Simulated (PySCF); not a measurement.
# UMP2/STO-3G run of AlHF (SMILES [F][AlH])

What is the energy change on altering one bond length of AlHF at UMP2/STO-3G? 

The calculation is run with PySCF 2.14.0.

9 further runs of the same task are left out: 9 set aside as unsound or not needed.

### 1 Starting point

AlHF has 3 atoms, charge 0, and is taken as a doublet. As SMILES, `[F][AlH]`. Geometry: relaxed at PBE0-D4/def2-TZVP.

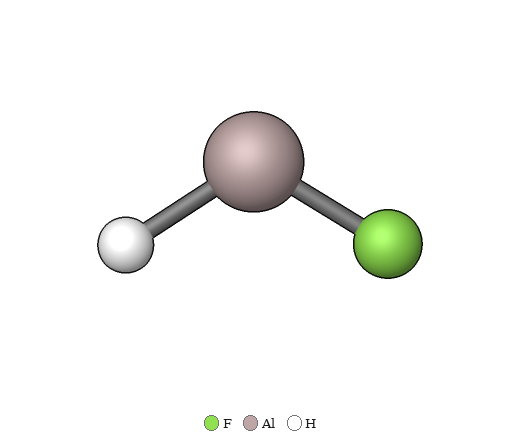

Viewed from a chosen angle; fluorine green, aluminium light grey, hydrogen white.

### 2 The energy at UMP2/STO-3G

Contents of run.py:

```python
# [F][AlH]
from pyscf import gto, mp

mol = gto.M(
    atom='''
F      0.907100     0.893200     0.585600
Al    -0.432500     0.318000    -0.199500
H     -0.485400    -1.276100    -0.399300
''',
    spin=1,
    max_memory=1860,
    verbose=4,
    basis='sto-3g',
    charge=0,
)

mf = mol.UHF()
mf.conv_tol = 1e-10
mf.kernel()
if not mf.converged:
    mf = mf.newton().run(mf.mo_coeff, mf.mo_occ)

pt = mp.MP2(mf, frozen=6).run()
e_tot = pt.e_tot
print(f'total energy: {e_tot:.8f} hartree')
```

The run is started by

```console
$ OMP_NUM_THREADS=1 python run.py
```

Output:

```text
PySCF version 2.14.0

[INPUT] num. atoms = 3
[INPUT] num. electrons = 23
[INPUT] charge = 0
[INPUT] spin (= nelec alpha-beta = 2S) = 1
[INPUT] symmetry False subgroup None
[INPUT] Mole.unit = angstrom
[INPUT] Symbol           X                Y                Z      unit          X                Y                Z       unit  Magmom
[INPUT]  1 F      0.907100000000   0.893200000000   0.585600000000 AA    1.714170567593   1.687903374462   1.106623618545 Bohr   0.0
[INPUT]  2 Al    -0.432500000000   0.318000000000  -0.199500000000 AA   -0.817306548874   0.600932907612  -0.377000361851 Bohr   0.0
[INPUT]  3 H     -0.485400000000  -1.276100000000  -0.399300000000 AA   -0.917273060864  -2.411479507557  -0.754567641539 Bohr   0.0

nuclear repulsion = 43.3969465141513
number of shells = 9
number of NR pGTOs = 45
number of NR cGTOs = 15
basis = sto-3g
ecp = {}

******** <class 'pyscf.scf.uhf.UHF'> ********
method = UHF
initial guess = minao
damping factor = 0
level_shift factor = 0
DIIS = <class 'pyscf.scf.diis.CDIIS'>
diis_start_cycle = 1
diis_space = 8
diis_damp = 0
SCF conv_tol = 1e-10
SCF conv_tol_grad = None
SCF max_cycles = 50
direct_scf = True
direct_scf_tol = 1e-13
number electrons alpha = 12  beta = 11
Set gradient conv threshold to 1e-05
init E= -337.120508736018
[... the frontier-level lines of each cycle are left out ...]

cycle= 1 E= -337.504291479934  delta_E= -0.384  |g|= 0.252  |ddm|=  1.4
cycle= 2 E= -337.57964476518  delta_E= -0.0754  |g|= 0.077  |ddm|= 0.63
cycle= 3 E= -337.586357886694  delta_E= -0.00671  |g|= 0.0271  |ddm|= 0.145
cycle= 4 E= -337.588156743555  delta_E= -0.0018  |g|= 0.00787  |ddm|= 0.116
cycle= 5 E= -337.588345913787  delta_E= -0.000189  |g|= 0.00425  |ddm|= 0.0318
cycle= 6 E= -337.588416257284  delta_E= -7.03e-05  |g|= 0.00142  |ddm|= 0.0255
cycle= 7 E= -337.588423431323  delta_E= -7.17e-06  |g|= 0.000278  |ddm|= 0.00954
cycle= 8 E= -337.588423630927  delta_E= -2e-07  |g|= 5.85e-05  |ddm|= 0.00134
cycle= 9 E= -337.588423638909  delta_E= -7.98e-09  |g|= 2.11e-05  |ddm|= 0.000242
cycle= 10 E= -337.588423640191  delta_E= -1.28e-09  |g|= 8.02e-06  |ddm|= 9.26e-05
cycle= 11 E= -337.588423640404  delta_E= -2.13e-10  |g|= 1.87e-06  |ddm|= 4.51e-05
cycle= 12 E= -337.588423640414  delta_E= -9.55e-12  |g|= 3.75e-07  |ddm|= 8.61e-06
Extra cycle  E= -337.588423640414  delta_E= -2.27e-13  |g|= 1.81e-07  |ddm|= 7.89e-07
converged SCF energy = -337.588423640414  <S^2> = 0.75989863  2S+1 = 2.0098743

******** <class 'pyscf.mp.ump2.UMP2'> ********
nocc = (np.int64(6), np.int64(5)), nmo = (9, 9)
frozen orbitals 6
E(UMP2) = -337.626572497936  E_corr = -0.0381488575218192
E(SCS-UMP2) = -337.62891332197  E_corr = -0.0404896815561655
E_corr(same-spin) = -0.00610263169617405
E_corr(oppo-spin) = -0.0320462258256451
total energy: -337.62657250 hartree
```

It took 1.1 s on 1 thread of Arm Neoverse N1, shared host; peak memory 0.12 GiB.

### 3 The distorted shape, same level

Contents of calc.py:

```python
from pyscf import gto, mp

system = gto.M(
    atom=[
    ('F', (0.970581, 2.806145, 0.825363)),
    ('Al', (-0.369019, 2.230945, 0.040263)),
    ('H', (-0.485400, -1.276100, -0.399300)),
],
    basis='sto-3g',
    verbose=4,
    charge=0,
    spin=1,
    max_memory=1860,
)

hf = system.UHF()
hf.conv_tol = 1e-10
hf.kernel()
if not hf.converged:
    hf = hf.newton().run(hf.mo_coeff, hf.mo_occ)

pt = mp.MP2(hf, frozen=6).run()
e_final = pt.e_tot
print('Final energy', e_final)
```

The run is started by

```console
$ OMP_NUM_THREADS=1 python calc.py
```

Output:

```text
PySCF version 2.14.0

[INPUT] num. atoms = 3
[INPUT] num. electrons = 23
[INPUT] charge = 0
[INPUT] spin (= nelec alpha-beta = 2S) = 1
[INPUT] symmetry False subgroup None
[INPUT] Mole.unit = angstrom
[INPUT] Symbol           X                Y                Z      unit          X                Y                Z       unit  Magmom
[INPUT]  1 F      0.970581000000   2.806145000000   0.825363000000 AA    1.834132271706   5.302845515818   1.559710023349 Bohr   0.0
[INPUT]  2 Al    -0.369019000000   2.230945000000   0.040263000000 AA   -0.697344844761   4.215875048968   0.076086042953 Bohr   0.0
[INPUT]  3 H     -0.485400000000  -1.276100000000  -0.399300000000 AA   -0.917273060864  -2.411479507557  -0.754567641539 Bohr   0.0

nuclear repulsion = 40.3941527778179
number of shells = 9
number of NR pGTOs = 45
number of NR cGTOs = 15
basis = sto-3g
ecp = {}

******** <class 'pyscf.scf.uhf.UHF'> ********
method = UHF
initial guess = minao
damping factor = 0
level_shift factor = 0
DIIS = <class 'pyscf.scf.diis.CDIIS'>
diis_start_cycle = 1
diis_space = 8
diis_damp = 0
SCF conv_tol = 1e-10
SCF conv_tol_grad = None
SCF max_cycles = 50
direct_scf = True
direct_scf_tol = 1e-13
number electrons alpha = 12  beta = 11
Set gradient conv threshold to 1e-05
init E= -336.891108217287
[... the frontier-level lines of each cycle are left out ...]

cycle= 1 E= -337.429158344653  delta_E= -0.538  |g|= 0.25  |ddm|= 1.22
cycle= 2 E= -337.501236616849  delta_E= -0.0721  |g|= 0.0869  |ddm|= 0.668
cycle= 3 E= -337.507790435365  delta_E= -0.00655  |g|= 0.0136  |ddm|= 0.135
cycle= 4 E= -337.508159396111  delta_E= -0.000369  |g|= 0.00316  |ddm|= 0.0468
cycle= 5 E= -337.508181076392  delta_E= -2.17e-05  |g|= 0.000621  |ddm|= 0.0117
cycle= 6 E= -337.508181697587  delta_E= -6.21e-07  |g|= 9.98e-05  |ddm|= 0.00175
cycle= 7 E= -337.508181720292  delta_E= -2.27e-08  |g|= 2.98e-05  |ddm|= 0.000366
cycle= 8 E= -337.508181723564  delta_E= -3.27e-09  |g|= 2.05e-05  |ddm|= 0.00013
cycle= 9 E= -337.508181727547  delta_E= -3.98e-09  |g|= 9.84e-06  |ddm|= 0.000259
cycle= 10 E= -337.508181728503  delta_E= -9.56e-10  |g|= 4.65e-06  |ddm|= 0.000143
cycle= 11 E= -337.50818172867  delta_E= -1.67e-10  |g|= 7.9e-07  |ddm|= 7.23e-05
cycle= 12 E= -337.508181728672  delta_E= -2.56e-12  |g|= 1.67e-07  |ddm|= 9.12e-06
Extra cycle  E= -337.508181728672  delta_E=    0  |g|= 8.67e-08  |ddm|= 3.48e-07
converged SCF energy = -337.508181728672  <S^2> = 0.75007381  2S+1 = 2.0000738

******** <class 'pyscf.mp.ump2.UMP2'> ********
nocc = (np.int64(6), np.int64(5)), nmo = (9, 9)
frozen orbitals 6
E(UMP2) = -337.55167991688  E_corr = -0.0434981882078366
E(SCS-UMP2) = -337.553414128838  E_corr = -0.045232400165498
E_corr(same-spin) = -0.00803702963527604
E_corr(oppo-spin) = -0.0354611585725605
Final energy -337.5516799168803
```

It took 1 s on 1 thread of Arm Neoverse N1, shared host; peak memory 0.12 GiB.

### 4 Results

Level: UMP2/STO-3G, 6 core orbitals frozen.

| quantity | value |
| --- | --- |
| first shape: total energy | -337.62657 Eh |
| first shape: dipole moment (Hartree–Fock density) | 2.11 D |
| first shape: HOMO energy (Hartree–Fock orbitals) (highest over α and β) | -4.72 eV |
| first shape: LUMO energy (Hartree–Fock orbitals) (lowest over α and β) | 7.52 eV |
| first shape: correlation energy (6 core orbitals frozen) | -38.1 mEh |
| first shape: ⟨S²⟩ of the reference determinant | 0.760 |
| distorted shape: total energy | -337.55168 Eh |
| distorted shape: dipole moment (Hartree–Fock density) | 1.32 D |
| distorted shape: HOMO energy (Hartree–Fock orbitals) (highest over α and β) | -4.59 eV |
| distorted shape: LUMO energy (Hartree–Fock orbitals) (lowest over α and β) | 8.13 eV |
| distorted shape: correlation energy (6 core orbitals frozen) | -43.5 mEh |
| distorted shape: ⟨S²⟩ of the reference determinant | 0.750 |
| energy change with the Al2–H3 bond stretched from 1.607 to 3.536 Å | 2.038 eV |

In words: With the Al2–H3 bond stretched from 1.607 to 3.536 Å the energy rises by 2.04 eV (197 kJ/mol). The first shape isn't relaxed at this level, so the change isn't measured from a minimum. The minimal basis adds a large error of its own. Mulliken charges (first shape) of the mean-field density run from -0.39 on F1 to +0.69 on Al2. Mulliken charges (distorted shape) of the mean-field density run from -0.44 on F1 to +0.44 on Al2.
